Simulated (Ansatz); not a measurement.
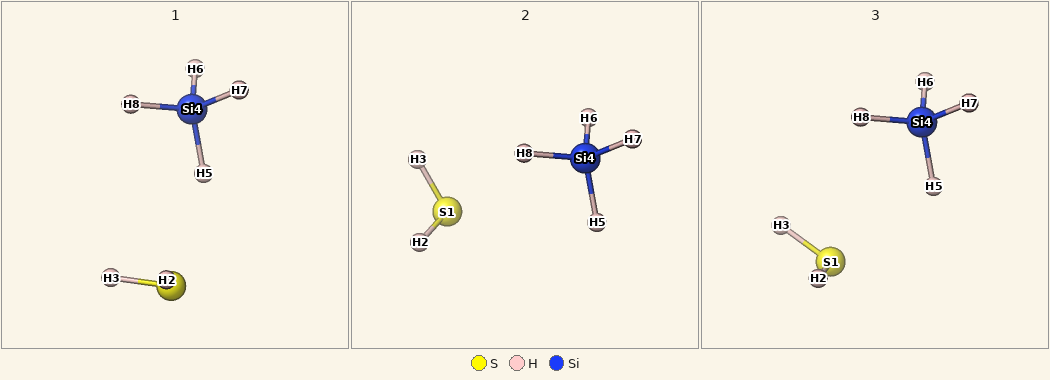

The pair H₂S···H₄Si. 
- The turn is about an axis along (−0.17, −0.95, 0.25) in the frame of the relaxed pair, normal to the line between the partners.
- The first coordinate is: distance Si4···S1; the second: turn of S1, H2, H3 about Si4.
- The grid has 11 × 11 points.
- Points are written as (first, second).
- Energies: kcal/mol, counted from the lowest grid point.
- These are results of RKS B3LYP-D4/def2-TZVPD in Ansatz, not measurements.

The numbered pictures are structures from this grid.

**Rank them by energy, lowest first.**

2, at (4.230 Å, 0°): 0.26 kcal/mol; 3, at (3.891 Å, −36°): 1.7 kcal/mol; 1, at (3.891 Å, −72°): 3.4 kcal/mol.

The map, with the structures marked:

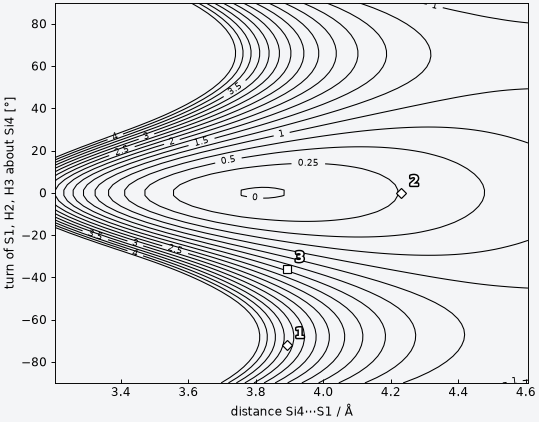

In the figure: contour lines labelled in kcal/mol (none above 4.25). Between grid points the surface is interpolated.
